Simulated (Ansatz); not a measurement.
Cubic perovskite SrVO₃, treated with r²SCAN+rVV10 (PAW; Ansatz, an electronic-structure program).

Run with plane-wave cutoff 560 eV, 14×14×14 k mesh, Fermi–Dirac smearing 0.05 eV, no spin polarisation, scalar-relativistic PAW data made under PBE.

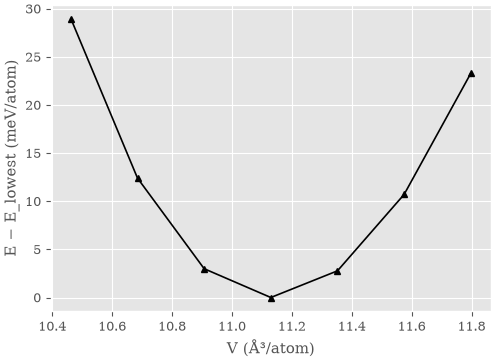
Total energy against volume

Q: From the curve, estimate the equilibrium volume and the bulk modulus.

A: V0 ≈ 11.1 Å³/atom and B0 ≈ 210 GPa; the fit gives V0 = 11.130 Å³/atom, B0 = 207 GPa, B′ = 4.4.

Measured, for comparison: equilibrium volume per atom 11.34 Å³/atom (temperature not stated, no zero-point or thermal correction; as tabulated in Marks et al. (2021), arXiv:2103.05797). Computed (rounded) less measured: equilibrium volume per atom -1.9 %. A static lattice is as a rule a little smaller and stiffer than an uncorrected measurement, which narrows the difference in the equilibrium volume per atom and would widen misses of the other sign.

Computed values are for the static lattice.
